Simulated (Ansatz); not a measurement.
**Cl$_{4}$Hf···NH$_{2}$ (doublet): density, localisation and related maps**

The calculation's input:

```
crystal:
  periodic: [false, false, false]
  atoms:
    - { symbol: Hf, position_ang: [0.01189, -0.008157, -0.065515] }
    - { symbol: Cl, position_ang: [0.085878, -0.058383, 2.403167] }
    - { symbol: Cl, position_ang: [2.174092, 0.0124, -0.942093] }
    - { symbol: Cl, position_ang: [-1.107654, 1.904307, -0.798641] }
    - { symbol: Cl, position_ang: [-1.112845, -1.884396, -0.878312] }
    - { symbol: "N", position_ang: [0.36162, -0.229521, 5.318263] }
    - { symbol: H, position_ang: [-0.636296, -0.544192, 5.336629] }
    - { symbol: H, position_ang: [0.225915, 0.807942, 5.338901] }
magnetization:
  spin_polarized: true
  initial_magnetization: 1
basis:
  gaussian: { orbitals: def2-SVP }
hamiltonian:
  xc: pbe
relax:
  f_tol: 0.03
  max_steps: 50
output:
  orbitals: {}
```

Run with:

```sh
ansatz run input.yaml --threads 4 --pin off --max-ram 5120MiB --backend cpu --events-out ev --progress --plain --runs-dir out
```

The fields are those of the run's last geometry, not of the input's.

Core potentials replace the inner electrons of Hf.

All numbers below come from UKS PBE/def2-SVP in Ansatz.

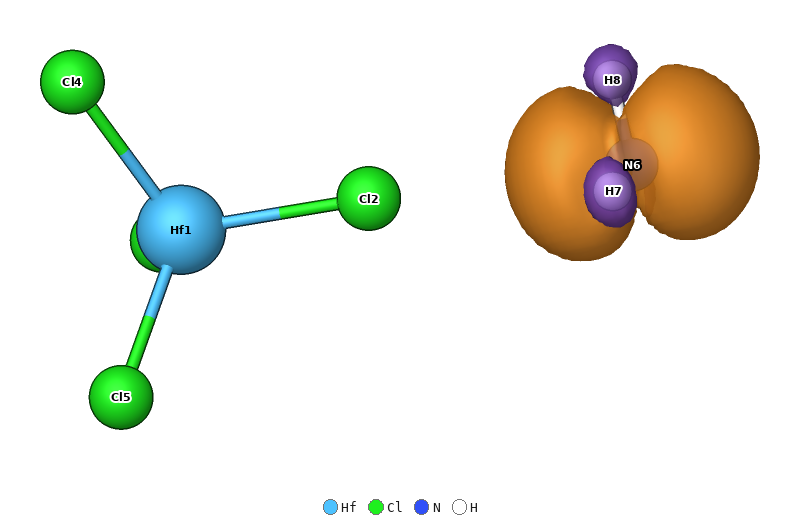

Figure 1. Isosurfaces of the spin density at +0.015 (orange) and −0.015 e/Å³ (purple), seen at an oblique angle.

Q: Which atoms carry the spin?

A: The unpaired spin (1 electron) lies mostly on N6 (about 0.9), in electrons by Hirshfeld's partition.

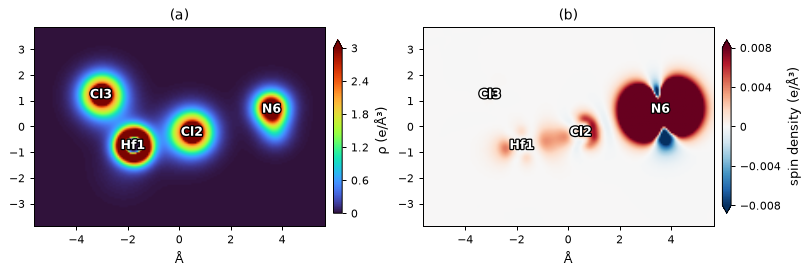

Figure 2. (a) electron density; (b) spin density on the plane of atoms Cl2, Hf1 and Cl3.

Q: Describe what can be read from this map.

A: Atoms in the plane: Hf, Cl and N. N6···Cl2 (3.22 Å): the density falls to about 0.05 e/Å³ on the way: a non-bonded, intermolecular contact. Hf–Cl (2.34 Å): ρ at the midpoint is about 0.59 e/Å³.

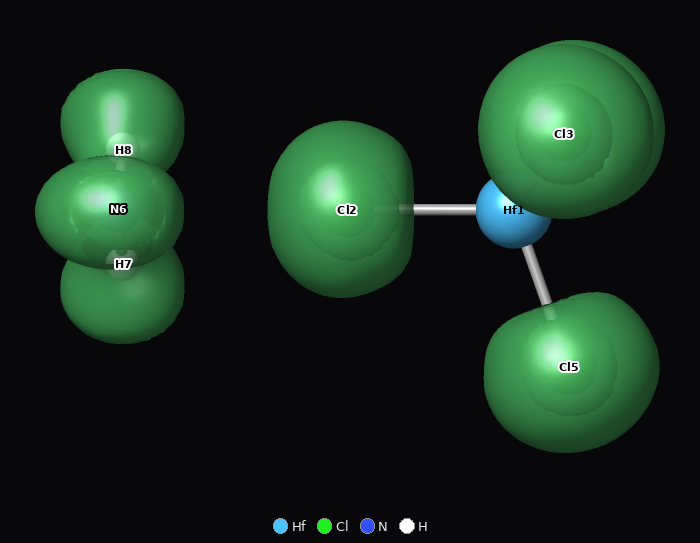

Figure 3. Isosurface of the ELF at 0.75 (green), seen across its widest extent. Only the valence region is drawn (cores and ρ < 0.01 e/Å³ removed).

Q: Describe the localisation domains.

A: The ELF exceeds this value in four regions wrapped around Cl (the valence shell of each) and one joined region spread over several atoms (H, N), in which their bonds and any lone pairs are merged. Profiles from the grid: N6···Cl2 (3.22 Å): the ELF dips to about 0 between them (a non-bonded, intermolecular contact). Hf–Cl (2.34 Å): the ELF peaks at about 0.85 in the valence shell of Cl, 0.8 Å from its nucleus, and is about 0.35 at the midpoint.

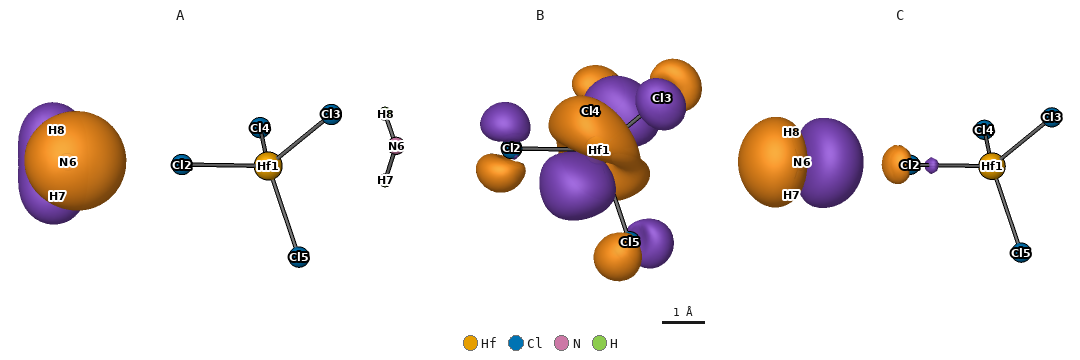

Figure 4. Three frontier orbitals at ±0.1 Å⁻³ᐟ² (orange and purple are the two phases), in no order.

Q: Order the three orbitals by energy and name them. All are α orbitals.

A: A is the HOMO−1 (α) (−7.25 eV). By Hirshfeld shares it lies mainly on N6 (about 85 %), H7 (about 10 %) and H8 (about 10 %); largely a lone pair of N6. C is the HOMO (α) (−6.90 eV). It lies mainly on N6 (about 85 %); largely a lone pair of N6. B is the LUMO (α) (−3.05 eV). It lies mainly on Hf1 (about 70 %), Cl5 (about 10 %), Cl4 (about 10 %), Cl3 (about 10 %) and Cl2 (about 10 %).

Q: What is the gap between the highest occupied and lowest empty α orbitals?

A: 3.85 eV between the orbital energies.
